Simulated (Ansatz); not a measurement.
System: H3S2Si2 (charge −1).

```xyz
7

S    -1.8887   -0.8073   -2.5111
S     1.1293    1.3970   -2.6750
Si   -0.2619    0.2984    0.5568
Si   -0.3298    0.2855   -1.8074
H    -1.2746    1.2751    1.1181
H     1.0695    0.7080    1.1468
H    -0.6099   -1.0387    1.1730
```

Geometry: PBE-D3(BJ)/def2-SVPD.

Theory: isolated molecule in a Gaussian basis; Kohn-Sham density functional theory, functional PBE0 (Ansatz 0.2.0).

Q: Predict the electron density and electron localisation function between the atoms.

A: Si–S (2.03 Å): ρ is about 0.94 e/Å³ halfway; the ELF peaks at about 0.85 between the atoms (a covalent bond).
Si–Si (2.37 Å): ρ is about 0.61 e/Å³ halfway; the ELF peaks at about 1 between the atoms; localised, covalent bonding.

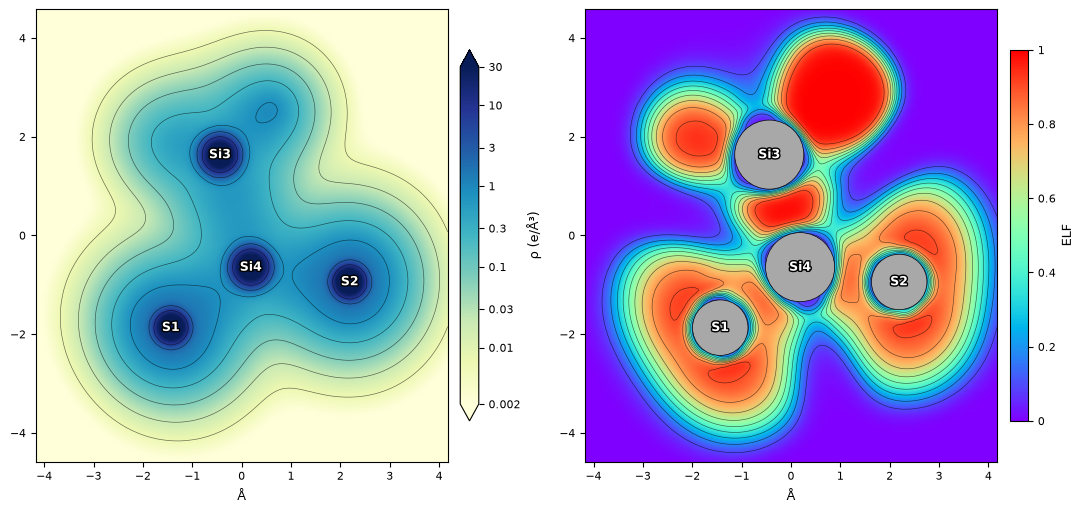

Computed electron density and electron localisation function on the plane of atoms S1, Si4 and S2, in this order. Grey discs cover the atomic cores in the ELF map. 
